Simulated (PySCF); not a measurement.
C₄H₄Cl₂ (SMILES ClC/[C]=[C+]/CCl) (charge +1, doublet)

```yaml
atoms:
  - { symbol: Cl, position_ang: [2.9191, -1.2595, 0.1139] }
  - { symbol: C, position_ang: [2.0098, 0.2748, 0.2104] }
  - { symbol: C, position_ang: [0.5980, 0.1013, 0.1387] }
  - { symbol: C, position_ang: [-0.5961, -0.0995, 0.0748] }
  - { symbol: C, position_ang: [-2.0079, -0.2738, 0.0056] }
  - { symbol: Cl, position_ang: [-2.9183, 1.2601, 0.1015] }
  - { symbol: H, position_ang: [2.2918, 0.7658, 1.1524] }
  - { symbol: H, position_ang: [2.3629, 0.9189, -0.6070] }
  - { symbol: H, position_ang: [-2.3587, -0.9167, 0.8251] }
  - { symbol: H, position_ang: [-2.2918, -0.7667, -0.9348] }
```

Geometry: GFN2-xTB.

Computed with UKS B3LYP, pcH-1 on C Cl H, non-relativistic, mean-field spin-orbit, GIAO (PySCF).

### What can the converged electron density, electron localisation function and spin density tell about the bonding?

C–C (1.21 Å): ρ is about 2.6 e/Å³ halfway; the ELF peaks at about 0.85 between the atoms: a short, multiple covalent bond.
C–Cl (1.79 Å): the density is about 1.3 e/Å³ at the midpoint; the ELF peaks at about 0.90 between the atoms; a covalent bond.
The unpaired spin (1 electron) lies mostly on C3 (about 0.2), C4 (about 0.2), Cl1 (about 0.2) and Cl6 (about 0.2), in electrons by Hirshfeld's partition.

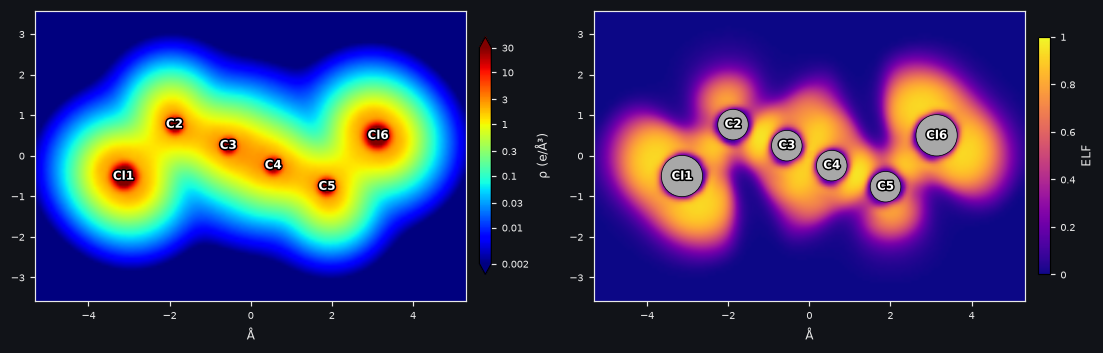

Computed electron density and electron localisation function on the plane of atoms Cl1, C2 and C3, in this order. Grey discs cover the atomic cores in the ELF map. 
